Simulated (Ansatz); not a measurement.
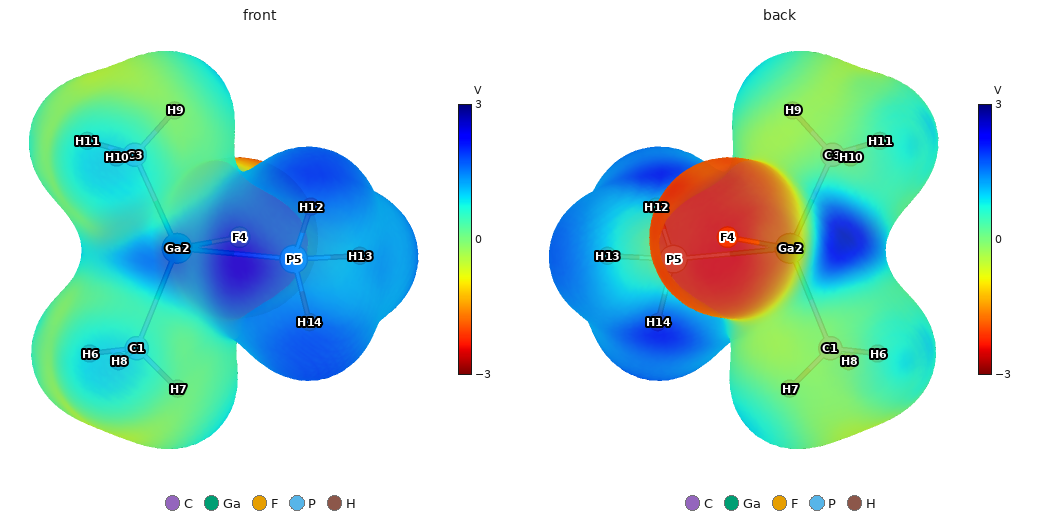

Figure 1: C2H9FGaP. The molecular electrostatic potential painted on the density surface at 0.004 e/bohr³, seen from the front and from behind; red is negative and blue positive.

Geometry: PBE0-D4/def2-TZVP.

Level of theory: RKS PBE0-D4/def2-TZVPP (Ansatz).

```xyz
14

C    -1.7030    1.1908   -0.3061
Ga    0.1604    0.7092    0.1084
C     0.9888    0.2677    1.8388
F     1.3347    1.4011   -1.0660
P     0.4009   -1.5927   -1.1909
H    -1.9354    2.1730    0.1130
H    -1.8582    1.2430   -1.3851
H    -2.4099    0.4733    0.1169
H     2.0136   -0.0806    1.6985
H     0.4258   -0.5011    2.3730
H     1.0216    1.1570    2.4732
H     0.9724   -2.7448   -0.6078
H     1.2571   -1.4904   -2.3051
H    -0.6816   -2.2345   -1.8318
```

Q: Where is the surface potential most negative and most positive?

A: The most negative region (about −2.3 V) lies over F4, the most positive (about +2.3 V) over Ga2.
